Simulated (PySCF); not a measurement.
# P2H2 (phosphanylidenephosphane): B2PLYP/STO-3G

What is the energy change on altering one bond length of P2H2 (phosphanylidenephosphane) at B2PLYP/STO-3G? Input form: a Python script.

The calculation is run with PySCF 2.14.0.

8 further runs of the same task are left out: 8 set aside as unsound or not needed.

**1. Starting point**

The species is P2H2 (4 atoms), meant as a singlet with charge 0. SMILES: `[H]/P=P/[H]`. The shape is that of a GFN2-xTB optimisation.

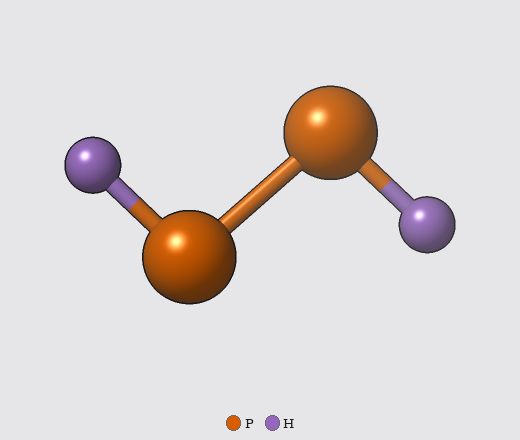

The structure, seen from a chosen angle (phosphorus orange, hydrogen purple).

**2. A single-point energy at B2PLYP/STO-3G**

File calc.py:

```python
from pyscf import gto, dft, mp

mol = gto.M(
    atom=[
    ('P', (-0.024370, -1.003630, 0.088350)),
    ('P', (0.024420, 1.003540, -0.088260)),
    ('H', (1.037260, -1.067570, 1.003320)),
    ('H', (-1.037310, 1.067660, -1.003410)),
],
    verbose=4,
    spin=0,
    max_memory=1860,
    basis='sto-3g',
)

mf = dft.RKS(mol)
mf.xc = '0.53*HF + 0.47*B88, 0.73*LYP'
mf.grids.level = 5
mf.conv_tol = 1e-10
mf.kernel()
if not mf.converged:
    mf = mf.newton().run(mf.mo_coeff, mf.mo_occ)

pt = mp.MP2(mf, frozen=10).run()
energy = mf.e_tot + 0.27 * pt.e_corr
print('PT2 part  %.8f' % (0.27 * pt.e_corr))
print('Final energy', energy)
```

On the command line:

```console
$ OMP_NUM_THREADS=1 python calc.py
```

Output:

```text
PySCF version 2.14.0

[INPUT] num. atoms = 4
[INPUT] num. electrons = 32
[INPUT] charge = 0
[INPUT] spin (= nelec alpha-beta = 2S) = 0
[INPUT] symmetry False subgroup None
[INPUT] Mole.unit = angstrom
[INPUT] Symbol           X                Y                Z      unit          X                Y                Z       unit  Magmom
[INPUT]  1 P     -0.024370000000  -1.003630000000   0.088350000000 AA   -0.046052625656  -1.896585830397   0.166957303105 Bohr   0.0
[INPUT]  2 P      0.024420000000   1.003540000000  -0.088260000000 AA    0.046147111962   1.896415755046  -0.166787227754 Bohr   0.0
[INPUT]  3 H      1.037260000000  -1.067570000000   1.003320000000 AA    1.960137319966  -2.017414918802   1.896000015299 Bohr   0.0
[INPUT]  4 H     -1.037310000000   1.067660000000  -1.003410000000 AA   -1.960231806273   2.017584994153  -1.896170090650 Bohr   0.0

[... 58 lines left out ...]
converged SCF energy = -675.781090520343
[... 1 line left out ...]
******** <class 'pyscf.mp.mp2.RMP2'> ********
nocc = 6, nmo = 10
frozen orbitals 10
E(RMP2) = -675.922338594409  E_corr = -0.141248074065626
E(SCS-RMP2) = -675.931888676359  E_corr = -0.150798156016008
E_corr(same-spin) = -0.0215763840723952
E_corr(oppo-spin) = -0.11967168999323
PT2 part  -0.03813698
Final energy -675.819227500341
```

Run time: 1.2 s. Hardware: 1 thread of AMD EPYC 9R45 (Zen 5), shared host; peak memory 0.2 GiB.

**3. The distorted shape at the same level**

File run.py:

```python
from pyscf import gto, dft, mp

mol = gto.Mole()
mol.atom = [
    ('P', (-0.236726, -0.990840, -0.094670)),
    ('P', (-0.187936, 1.016330, -0.271280)),
    ('H', (1.037260, -1.067570, 1.003320)),
    ('H', (-1.249666, 1.080450, -1.186430)),
]
mol.basis = 'sto-3g'
mol.verbose = 4
mol.max_memory = 1860
mol.build()

mf = dft.RKS(mol, xc='0.53*HF + 0.47*B88, 0.73*LYP')
mf.conv_tol = 1e-10
mf.grids.level = 5
mf.kernel()
if not mf.converged:
    mf = mf.newton().run(mf.mo_coeff, mf.mo_occ)

pt = mp.MP2(mf, frozen=10).run()
e_final = mf.e_tot + 0.27 * pt.e_corr
print('PT2 part  %.8f' % (0.27 * pt.e_corr))
print('E(%s) = %.9f' % ('B2PLYP', e_final))
```

On the command line:

```console
$ OMP_NUM_THREADS=1 python run.py
```

Output:

```text
PySCF version 2.14.0

[INPUT] num. atoms = 4
[INPUT] num. electrons = 32
[INPUT] charge = 0
[INPUT] spin (= nelec alpha-beta = 2S) = 0
[INPUT] symmetry False subgroup None
[INPUT] Mole.unit = angstrom
[INPUT] Symbol           X                Y                Z      unit          X                Y                Z       unit  Magmom
[INPUT]  1 P     -0.236726000000  -0.990840000000  -0.094670000000 AA   -0.447347306564  -1.872416233264  -0.178900372213 Bohr   0.0
[INPUT]  2 P     -0.187936000000   1.016330000000  -0.271280000000 AA   -0.355147568946   1.920585352179  -0.512644903072 Bohr   0.0
[INPUT]  3 H      1.037260000000  -1.067570000000   1.003320000000 AA    1.960137319966  -2.017414918802   1.896000015299 Bohr   0.0
[INPUT]  4 H     -1.249666000000   1.080450000000  -1.186430000000 AA   -2.361526487181   2.041754591286  -2.242027765968 Bohr   0.0

[... 60 lines left out ...]
converged SCF energy = -675.75223955335
[... 1 line left out ...]
******** <class 'pyscf.mp.mp2.RMP2'> ********
nocc = 6, nmo = 10
frozen orbitals 10
E(RMP2) = -675.906699292899  E_corr = -0.154459739548998
E(SCS-RMP2) = -675.917573306302  E_corr = -0.165333752952163
E_corr(same-spin) = -0.0230976167384243
E_corr(oppo-spin) = -0.131362122810574
PT2 part  -0.04170413
E(B2PLYP) = -675.793943683
```

Wall time 1.3 s (1 thread of AMD EPYC 9R45 (Zen 5), shared host); peak memory 0.2 GiB.

**4. Outcome**

At B2PLYP/STO-3G, 10 core orbitals frozen:

```
                                                         quantity          value
                                        first shape: total energy  -675.81923 Eh
                            first shape: dipole moment (SCF part)         0.00 D
                   first shape: HOMO energy (SCF part's orbitals)       -4.77 eV
                   first shape: LUMO energy (SCF part's orbitals)        2.69 eV
                 first shape: HOMO–LUMO gap (SCF part's orbitals)        7.47 eV
                                    distorted shape: total energy  -675.79394 Eh
                        distorted shape: dipole moment (SCF part)         0.43 D
               distorted shape: HOMO energy (SCF part's orbitals)       -4.80 eV
               distorted shape: LUMO energy (SCF part's orbitals)        2.65 eV
             distorted shape: HOMO–LUMO gap (SCF part's orbitals)        7.45 eV
energy change with the P1–H3 bond stretched from 1.403 to 1.684 Å       0.688 eV
```

**Reading.** With the P1–H3 bond stretched from 1.403 to 1.684 Å the energy rises by 0.69 eV (66.4 kJ/mol). The first shape isn't relaxed at this level, so the change isn't measured from a minimum. The minimal basis adds a large error of its own. Mulliken charges (first shape) run from -0.12 on H3 to +0.12 on P1; they depend strongly on the basis.
